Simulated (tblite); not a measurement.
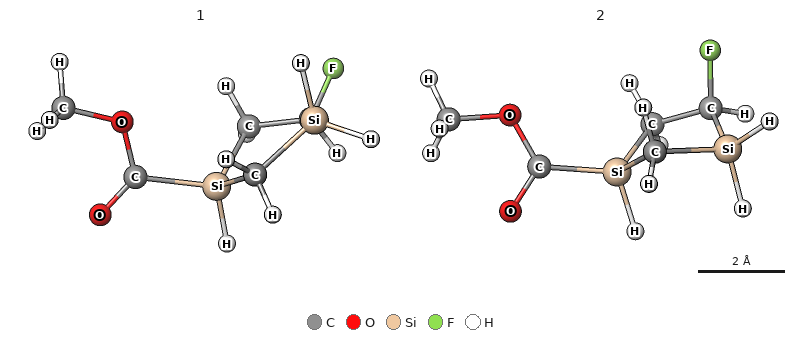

Two geometries of C5H11FO2Si2, drawn at one scale. One is the start of a relaxation, the other its converged end. The picture is a ball-and-stick view, seen from a free direction.

All numbers below come from GFN2-xTB geometry optimisation, gas phase (tblite). 

Which of the two is the end point?

Answer. Structure 1 is the relaxed one. After 176 geometry steps the energy has fallen by 19.8 kcal/mol. An H atom moves most after the best rigid fit: 2.11 Å. Largest moves by element: H 2.11 Å, F 1.18 Å, Si 0.79 Å, C 0.55 Å, O 0.48 Å. Among the contacts that change: C–Si 1.825 → 1.915 Å, C–Si 1.851 → 1.924 Å, C–O 1.262 → 1.205 Å, C–O 1.384 → 1.337 Å. Among the angles between lasting bonds that change: O–C–Si 123.0° → 110.5°, Si–C–Si 94.9° → 106.5°, H–C–H 115.2° → 105.9°. Groups turn about C–Si by about 75°, C–Si by about 60°, C–C by about 55°. The run took 3.4 s on 1 thread of Arm Neoverse N1, on a shared host.
